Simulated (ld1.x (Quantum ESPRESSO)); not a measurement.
Ld1.x (Quantum ESPRESSO) 7.5 input:

```
&input
   title='Ag', zed=47., rel=1, dft='PBESOL', iswitch=3,
   config='[Kr] 4d10 5s0.5 5p0'
 /
 &inputp
   pseudotype=3, lpaw=.true., tm=.true., lloc=-1, rcloc=1.60,
   nlcc=.false.,
   which_augfun='BESSEL', rmatch_augfun=0.90
 /
6
4S  1  0   2.00   0.00  1.25  1.65  0.0
5S  2  0   0.50   0.00  1.25  1.65  0.0
4P  2  1   6.00   0.00  1.35  1.50  0.0
5P  3  1   0.00   0.00  1.35  1.50  0.0
4D  3  2  10.00   0.00  1.45  1.95  0.0
4D  3  2   0.00   3.00  1.45  1.95  0.0
 &test
   configts(1)='4s2 4p6 4d10 5s0.5 5p0'
 /
```

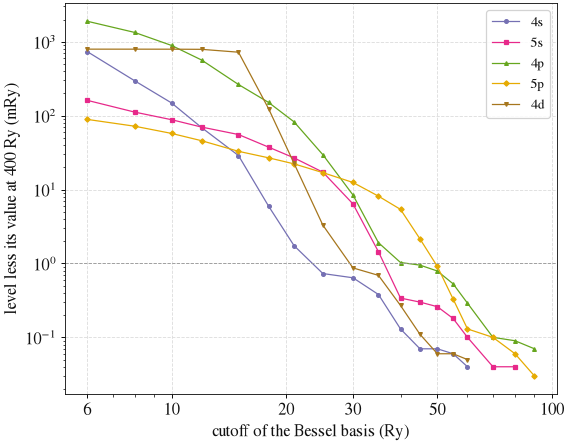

The pseudo-atom Hamiltonian at the reference potential is diagonalised in spherical Bessel functions (20 bohr box) up to the cutoff. Curves: distance of each valence level from its value at 400 Ry.

From which cutoff is the occupation-weighted sum of levels good to 10 mRy, and to 1 mRy?

40 Ry and 70 Ry, on the ladder of cutoffs that was run.

At which cutoff does each level come within 1 mRy for good?

4s: 25 Ry; 5s: 40 Ry; 4p: 45 Ry; 5p: 50 Ry; 4d: 30 Ry.
